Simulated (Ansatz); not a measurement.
Consider HgI2 (space group P6_3/mmc, No. 194; a = 4.1546 Å, c = 14.3925 Å; a hypothetical phase, not in the database extracts checked).

Perturbation: electron doping at 3.0×10^21 cm⁻³ (0.645 per cell), with a uniform compensating background at fixed cell and a 300 K Fermi–Dirac width.

Computed with Ansatz (a quantum-chemistry and plane-wave program) r2SCAN+rVV10, spin-orbit coupling left out.

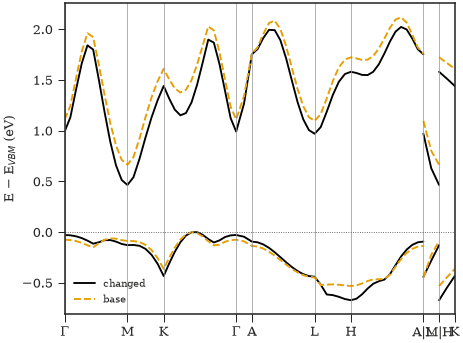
Figure: Highest valence and lowest conduction band along the path, each from its own valence-band maximum

Q: From the figure, how large is the changed gap, and is it direct?

A: About 0.47 eV, indirect, K–Γ (46 % along) → M.

Charged cell with a jellium background: band edges are those of the host's band count, energies are not comparable with the neutral cell, and many-body gap narrowing is missing. Spin-orbit coupling, missing from the scalar runs, can matter with Hg and I. No phonon test of stability was made.
